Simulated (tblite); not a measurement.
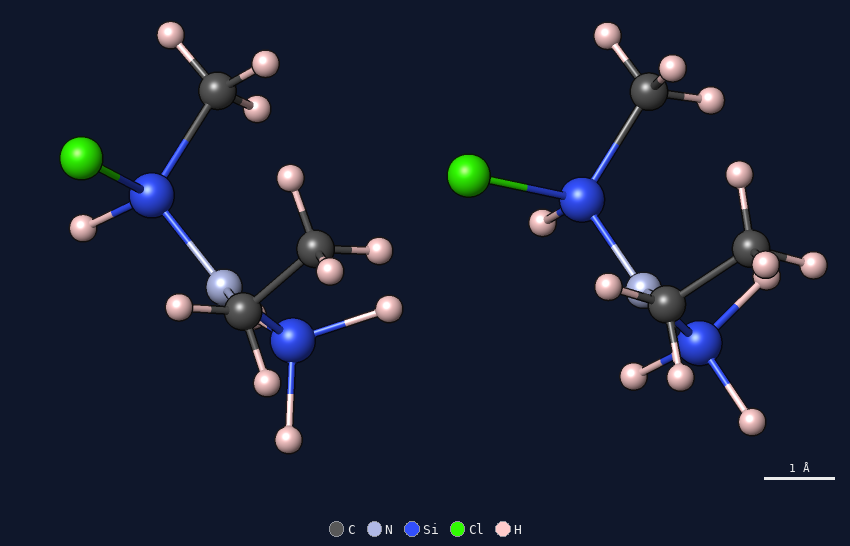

Two geometries of C3H12ClNSi2, drawn at one scale. One is the start of a relaxation, the other its converged end. Style: ball-and-stick. Shown from a free direction.

All numbers below come from GFN2-xTB geometry optimisation, gas phase in tblite. 

Which geometry has the lower energy?

The left one is the relaxed one. After 161 geometry steps the energy has fallen by 7.24 kcal/mol. An H atom moves most after the best rigid fit: 1.11 Å. By element the largest moves are H 1.11 Å, Cl 0.90 Å, C 0.34 Å, Si 0.27 Å, N 0.11 Å. Some distances before and after: C–Si 1.841 → 1.899 Å, Cl–Si 2.058 → 2.022 Å, N–Si 1.711 → 1.736 Å, H–Si 1.486 → 1.469 Å. Among the angles between lasting bonds that change: Si–N–Si 107.5° → 122.0°, C–N–Si 124.2° → 116.2°, N–Si–H 111.5° → 106.0°. Groups turn about N–Si by about 35°, N–Si by about 30°. The run took 2.5 s on 1 thread of Arm Neoverse N1, on a shared host.
